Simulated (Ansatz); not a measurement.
# ZrSi2, pressure series

Take ZrSi$_{2}$ (space group Cmcm, No. 63; a = 3.7044 Å, b = 14.7922 Å, c = 3.6789 Å) as the base.

Cell and atoms are relaxed at each pressure.

Method: Ansatz (a quantum-chemistry and plane-wave program) PBE, no SOC.

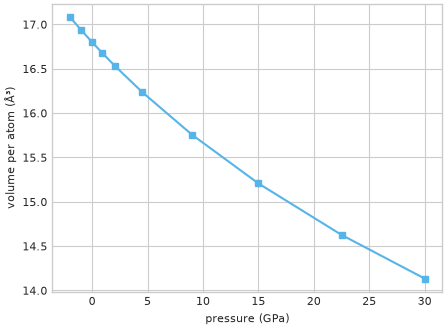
Figure: Volume per atom against pressure

```tsv
pressure (GPa)	volume per atom
-2	17.08 Å³
-1	16.94 Å³
0.9	16.68 Å³
2.1	16.53 Å³
4.5	16.24 Å³
9	15.76 Å³
15	15.21 Å³
22.5	14.63 Å³
30	14.13 Å³
```

Load acts through the strain it causes; cell and atoms are relaxed under it. No phonon test of stability was made. Competing high-pressure phases were not computed. All final runs are without spin polarisation.
